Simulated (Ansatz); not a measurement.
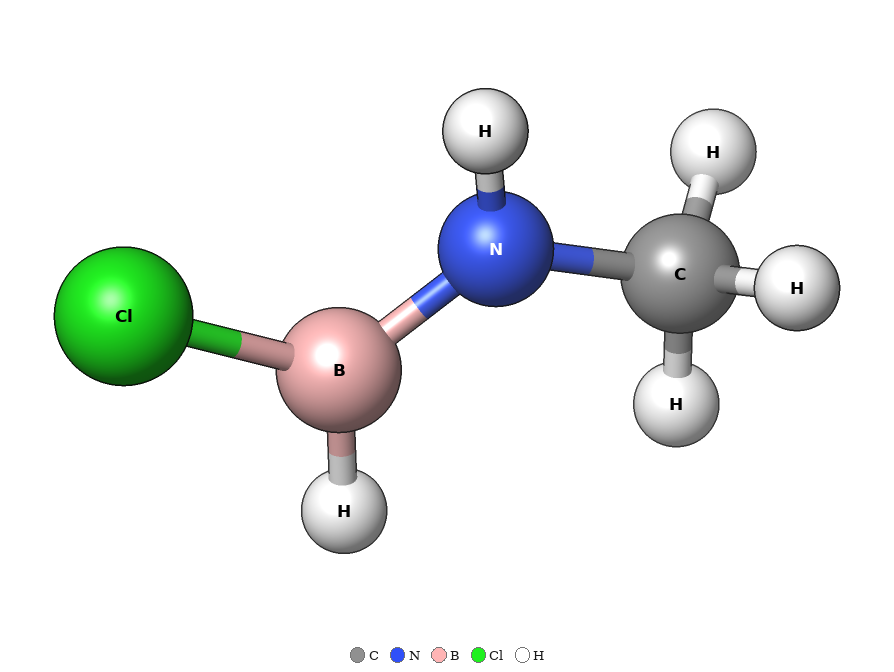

The picture shows a molecular structure as a ball-and-stick model. Every bond is drawn as one stick, whatever its order.

Description:

Formula CH5BClN. As SMILES it reads `CNBCl`. It has no ring. Among its groups: B–H bond. This geometry has Cs symmetry. Coordination: 1 C tetrahedral; 1 N trigonal planar; 1 B trigonal planar.

The parts below concern this one geometry. Atoms keep their numbers from picture to picture. Computed geometry: PBE0-D4/def2-TZVP optimisation.

**Geometry**

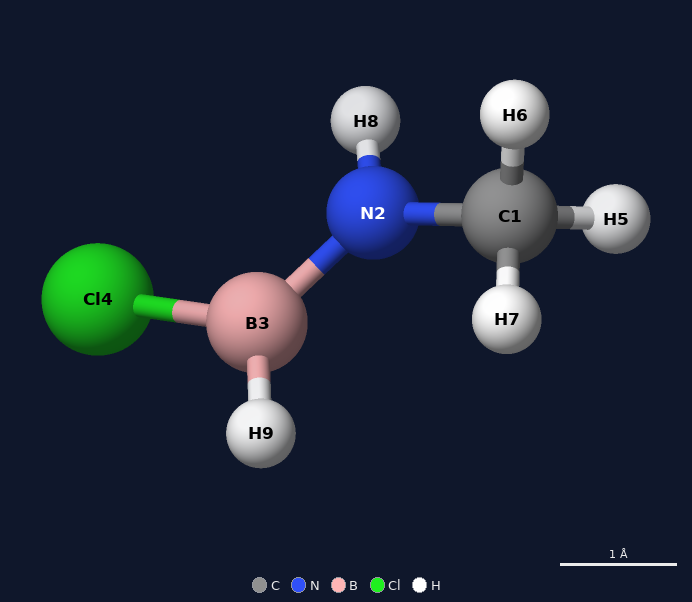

Atoms carry their numbers in the input.

List the bonds and their lengths.

```tsv
bond	length (Å)	order
C1–N2	1.444	single
C1–H5	1.094	single
C1–H6	1.094	single
C1–H7	1.090	single
N2–B3	1.381	single
N2–H8	1.009	single
B3–Cl4	1.771	single
B3–H9	1.192	single
```

**Vibrations**

Harmonic vibrations computed with RKS PBE0-D4/def2-TZVP (Ansatz 0.2.0) at a stationary point of the same level.

**List the wavenumbers.**

21 modes: 166, 195, 240, 398, 683, 809, 865, 1005, 1094, 1149, 1172, 1312, 1454, 1486, 1492, 1567, 2658, 3040, 3096, 3149, 3614 cm⁻¹.

**Thermal motion**

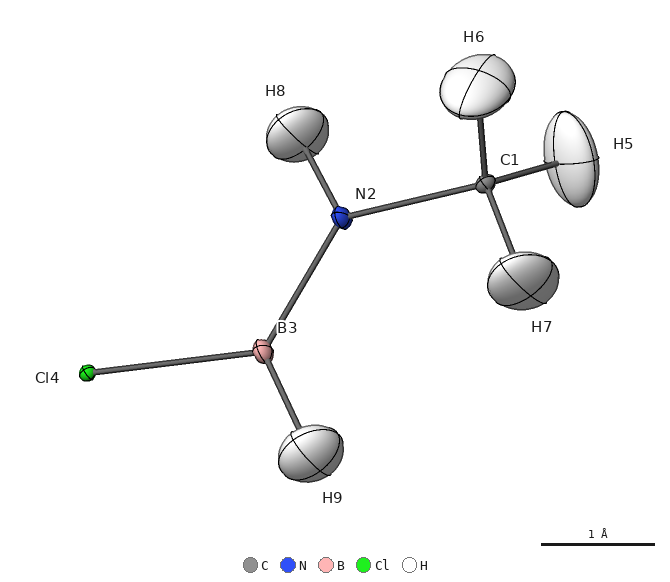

Displacement ellipsoids at the 50 % level, enlarged 1.5 times, from the internal vibrations of the free molecule (harmonic, no overall translation or rotation; no half-axis is drawn under 0.075 Å). Vibrations computed with RKS PBE0-D4/def2-TZVP (Ansatz 0.2.0). Temperature: 0 K (zero-point motion alone).

**Which atom has the largest mean-square displacement?**

H5, H6, with U_eq = 0.0198 Å².

**Does H6 move more along its bond or across it?**

Across it: the root-mean-square amplitude is 0.081 Å along the bond and up to 0.186 Å across, since bending and torsion are softer than stretching.

Give the displacement parameters, one line for each set of equivalent atoms.

| atom | U_eq (Å²) | rms amplitudes (Å) |
| --- | --- | --- |
| C1 | 0.0015 | 0.034, 0.040, 0.041 |
| N2 | 0.0020 | 0.034, 0.042, 0.057 |
| B3 | 0.0022 | 0.036, 0.049, 0.052 |
| Cl4 | 0.00036 | 0.014, 0.016, 0.025 |
| H5, H6 | 0.0198 | 0.080, 0.135, 0.186 |
| H7 | 0.0185 | 0.077, 0.133, 0.179 |
| H8 | 0.0148 | 0.076, 0.123, 0.153 |
| H9 | 0.0151 | 0.090, 0.130, 0.143 |

**Electronic properties**

Level of theory: RKS CAM-B3LYP-D4/def2-TZVPP (Ansatz 0.2.0).

Computed properties:

- HOMO energy (Kohn–Sham orbital): −9.18 eV
- LUMO energy (Kohn–Sham orbital): 1.32 eV
- HOMO–LUMO gap: 10.50 eV
- dispersion correction: −11.9 kJ/mol
